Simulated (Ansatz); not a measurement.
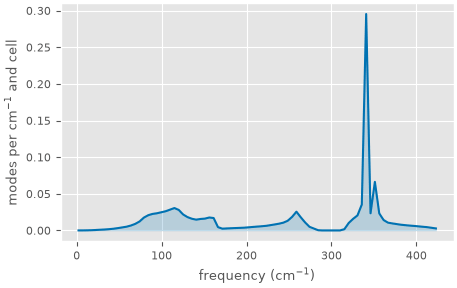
*Phonon density of states of MgS in the zinc blende structure; finite displacements on a 6×6×6 mesh, LDA density-functional theory in Ansatz (plane waves, PAW), k mesh 6×6×6*

The cell is a database entry relaxed within its symmetry; it need not be the phase found at ambient conditions. Dynamical quadrupoles are not included in the interpolation of the phonons between the solved wave vectors.

Where is the tallest peak, and is there a gap in the spectrum?

The tallest peak lies near 340 cm⁻¹. There is at least one gap; the lowest begins near 290 cm⁻¹.

The PAW data sets were generated under PBE and serve the other functionals too.

Ansatz is an electronic-structure program.
